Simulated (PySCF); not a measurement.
Input

```
{"job": {"kind": "nmr", "xc": "PBE0", "basis": "pcSseg-1"}, "charge": 0, "multiplicity": 1}
N      0.266102     2.864497    -0.622825
C      0.492601     1.760685    -0.408306
C      0.764334     0.417535    -0.145726
C      1.963725    -0.294815    -0.083230
Cl     3.539818     0.266923    -0.316285
N      1.661350    -1.573739     0.206309
N      0.397942    -1.687016     0.321985
N     -0.194209    -0.515153     0.119257
Si    -1.961918    -0.339418     0.212620
H     -2.371912    -1.696329     0.529057
H     -2.190906     0.647505     1.263984
H     -2.365727     0.148639    -1.102867
```

Command:

```sh
OMP_NUM_THREADS=1 python probes_run.py task.json out
```

Geometry: GFN2-xTB.

Theory: PBE0/pcSseg-1, SCF density, gas phase, non-relativistic (PySCF).

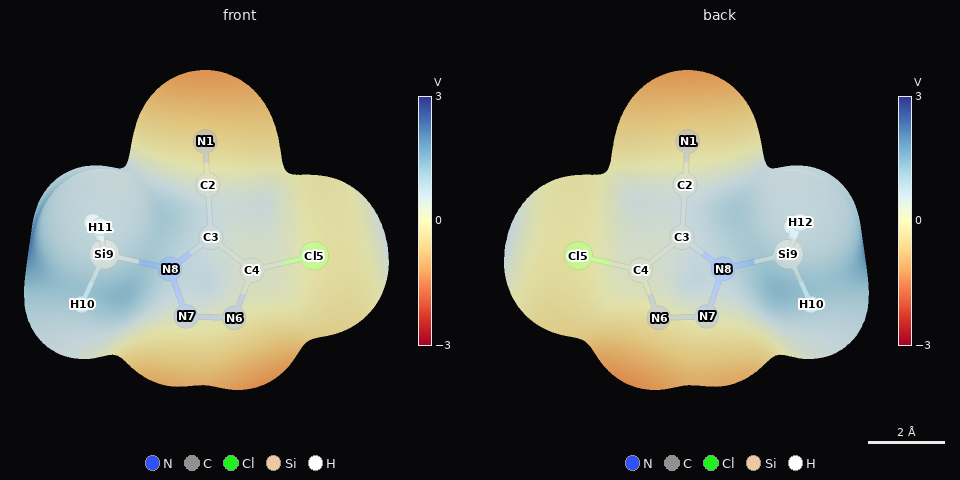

C₃H₃ClN₄Si (SMILES N#Cc1c(Cl)nnn1[SiH3]). The electrostatic potential painted on the density surface at 0.001 e/bohr³, seen from the front and from behind; red is negative and blue positive.

Where is the surface potential most negative and most positive?

The most negative region (about −1.3 V, or −30 kcal/mol for a unit charge) lies over N1 and N6, the most positive (about +2.1 V, or +48 kcal/mol for a unit charge) over Si9. Cl5 shows a σ-hole: about +0.7 V, or +16 kcal/mol for a unit charge at the tip opposite its bond, against about −0.2 V on its flanks.

What dipole moment does the calculation give?

Its dipole moment is 3.12 D.
